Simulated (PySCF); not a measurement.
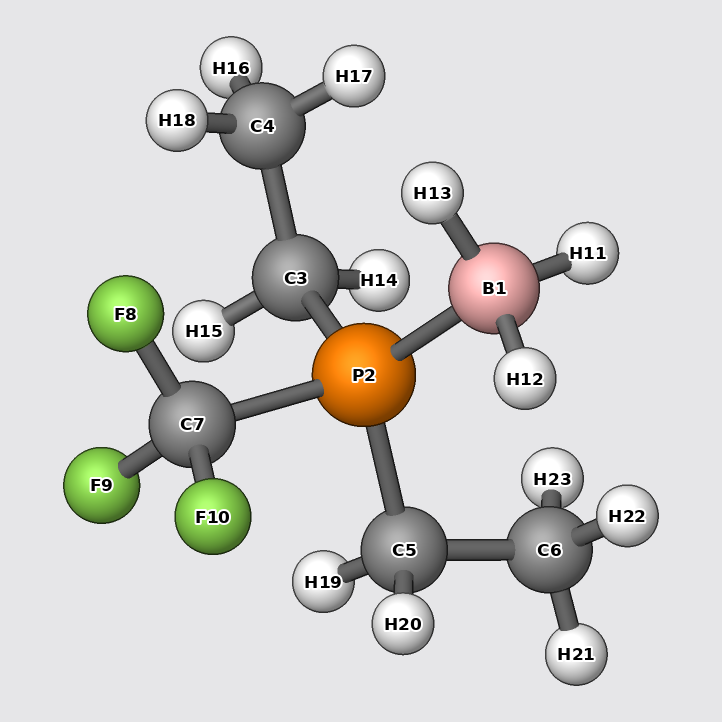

The thickness of each stick grows with its Mayer bond order. Computed geometry: GFN2-xTB optimisation. No frequency run is at hand to confirm it as a minimum. Level of theory: PBE0/pcSseg-1 (PySCF 2.14.0).

List the Mayer bond orders of B1–P2, P2–C3, P2–C5, P2–C7, C3–C4, C5–C6, C7–F8, C7–F9, C7–F10 (bonds between heavy atoms, one of each equivalent set).

| bond | Mayer order | length (Å) |
| --- | --- | --- |
| B1–P2 | 0.84 | 1.913 |
| P2–C3 | 0.94 | 1.847 |
| P2–C5 | 0.94 | 1.846 |
| P2–C7 | 0.84 | 1.889 |
| C3–C4 | 1.04 | 1.525 |
| C5–C6 | 1.05 | 1.524 |
| C7–F8 | 0.99 | 1.336 |
| C7–F9 | 0.95 | 1.348 |
| C7–F10 | 0.99 | 1.338 |

The geometry is semi-empirical. Around B, P such bond lengths and angles can be off by a tenth of an ångström or more and by several degrees, and values that hang on the shape move with them.
